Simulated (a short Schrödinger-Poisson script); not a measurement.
Structure: gated In0.52Al0.48As/In0.53Ga0.47As modulation-doped gas in a quantum well, at 300 K.

```csv
layer,material,thickness (nm),Nd (cm⁻³),Na (cm⁻³)
1,In0.52Al0.48As,8,-,-
2,In0.52Al0.48As,10,1.1e18,-
3,In0.52Al0.48As,20,-,-
4,In0.53Ga0.47As,20,-,-
5,In0.52Al0.48As,4000,-,9e15
```

The device is made up for the run: typed textbook-type constants, with dimensions and the other settings drawn at random. In0.52Al0.48As: permittivity 12.5, conduction-band edge (eV) 0.52, gap (eV) 1.45, electron mass (mₑ) 0.075, Nv at 300 K (cm⁻³) 1.1e19. In0.53Ga0.47As: permittivity 13.9, conduction-band edge (eV) 0, gap (eV) 0.74, Nv at 300 K (cm⁻³) 7.7e18.

Channel valleys (confinement mass, in-plane density-of-states mass, number): Γ 0.041, 0.041, 1. At the gate the conduction-band edge of layer 1 lies 0.65 eV − eVg above the Fermi level of the channel; the field vanishes at the back. The barrier under the gate holds no holes. Gaps are held at their typed values at every temperature. Mesh 0.08 nm at interfaces.

From a short Schrödinger-Poisson script (our own, NumPy): 1D Poisson equation in equilibrium, electrons quantum, Hartree (BenDaniel-Duke, 40 states a valley, the channel's in-plane mass for all, wave functions free to enter the barrier), parabolic valleys, classical holes, full ionisation, no traps, pinning or gate leakage.

Only gate voltages with over 1e8 electrons/cm² are shown.

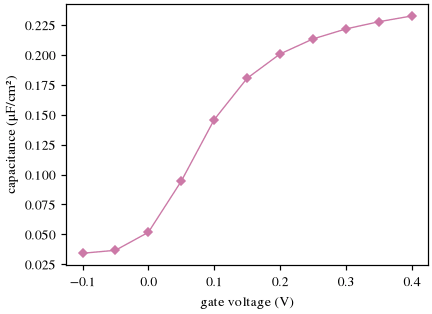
*Quasi-static capacitance against gate voltage*

```tsv
Vg (V)	electrons (cm⁻²)	in the channel layer	C (μF/cm²)	Γ E0 (meV)	Γ E1 (meV)
0.4	4.25e11	4.20e11	0.233	-6.8	53.1
0.35	3.54e11	3.50e11	0.228	-0.3	58.9
0.3	2.85e11	2.82e11	0.222	7.1	65.5
0.25	2.19e11	2.17e11	0.213	15.7	73.4
0.2	1.56e11	1.54e11	0.201	26.1	83.1
0.15	9.86e10	9.77e10	0.180	39.4	95.7
0.1	5.09e10	5.05e10	0.146	57.7	113.5
0.05	1.88e10	1.86e10	0.0944	84.2	139.6
0	4.71e9	4.67e9	0.0517	120.4	175.4
-0.05	9.48e8	9.41e8	0.0367	161.9	216.5
-0.1	1.81e8	1.79e8	0.0342	204.9	259.1
```

Subbands count from the Fermi level.
